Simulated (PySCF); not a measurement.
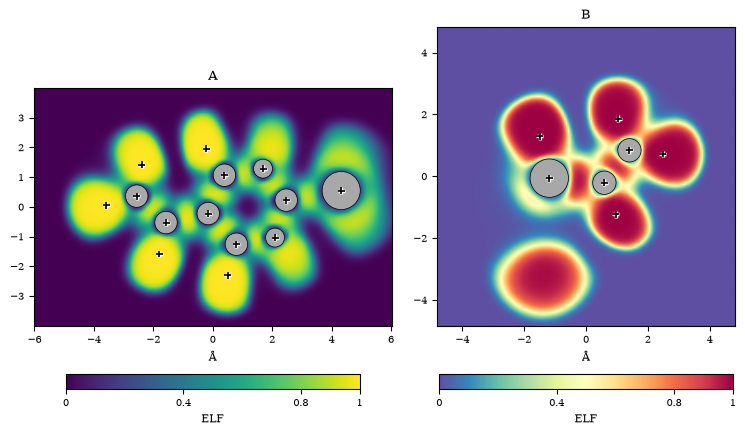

The electron localisation function of 2 systems, each on a plane through atoms (crosses mark nuclei in the plane; grey discs cover the cores).

Level of theory: wB97X-D/def2-SVPD, SCF density, gas phase (PySCF).

System 1: C5H11P2 (SMILES C=C[PH+](C=C)CP) (charge +1), the plane of atoms P3, C2 and H10. Geometry: GFN2-xTB.

```xyz
18

C     1.8171    1.1393   -1.6328
C     1.0183    0.9028   -0.6011
P    -0.0601   -0.5207   -0.5113
C     0.3413   -1.5702    0.8843
C     1.4592   -1.4416    1.5862
C    -1.8043   -0.0357   -0.3883
P    -1.9585    1.0068    1.1989
H     2.4549    2.0079   -1.6619
H     1.8669    0.4812   -2.4866
H     0.9641    1.5602    0.2605
H     0.1134   -1.2450   -1.6783
H    -0.4044   -2.3214    1.1172
H     2.2016   -0.6926    1.3589
H     1.6704   -2.0880    2.4223
H    -2.1262    0.4907   -1.2892
H    -2.3952   -0.9509   -0.2774
H    -1.8201    2.2290    0.5418
H    -3.3471    1.0546    1.1452
```

System 2: C6H5BrN2 (SMILES C=Cc1cnc(Br)nc1), the molecular plane. Geometry: GFN2-xTB.

```xyz
14

C     2.5317    0.2307    0.4550
C     1.5950   -0.0175   -0.4529
C     0.1616   -0.0389   -0.2148
C    -0.4477    0.2036    1.0226
N    -1.7558    0.1727    1.1868
C    -2.4784   -0.1002    0.1210
Br   -4.3420   -0.1426    0.3626
N    -2.0380   -0.3464   -1.0940
C    -0.7298   -0.3156   -1.2591
H     2.3039    0.4459    1.4850
H     3.5752    0.2264    0.1918
H     1.8817   -0.2283   -1.4757
H     0.1223    0.4297    1.9129
H    -0.3803   -0.5200   -2.2634
```

### Match each panel to its system.

Panel A is system 2, C6H5BrN2: the plane holds C, N, Br and H. C–N (1.32 Å): the ELF peaks at about 0.90 between the atoms, as expected for a covalent bond. Panel B is system 1, C5H11P2: the plane holds C, P and H. C–C (1.33 Å): the ELF peaks at about 0.90 between the atoms; a short, multiple covalent bond.
